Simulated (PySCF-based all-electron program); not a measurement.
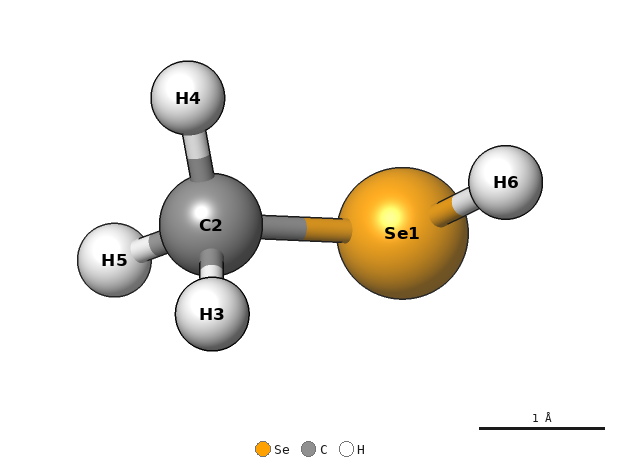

Figure made from data computed with PySCF-based all-electron program.

Atoms carry their numbers in the input. Geometry: a fixed input geometry, not necessarily a minimum.

List the bonds and their lengths.

| bond | length (Å) | order |
| --- | --- | --- |
| Se1–C2 | 1.773 | single |
| Se1–H6 | 1.480 | single |
| C2–H3 | 1.093 | single |
| C2–H4 | 1.093 | single |
| C2–H5 | 1.095 | single |
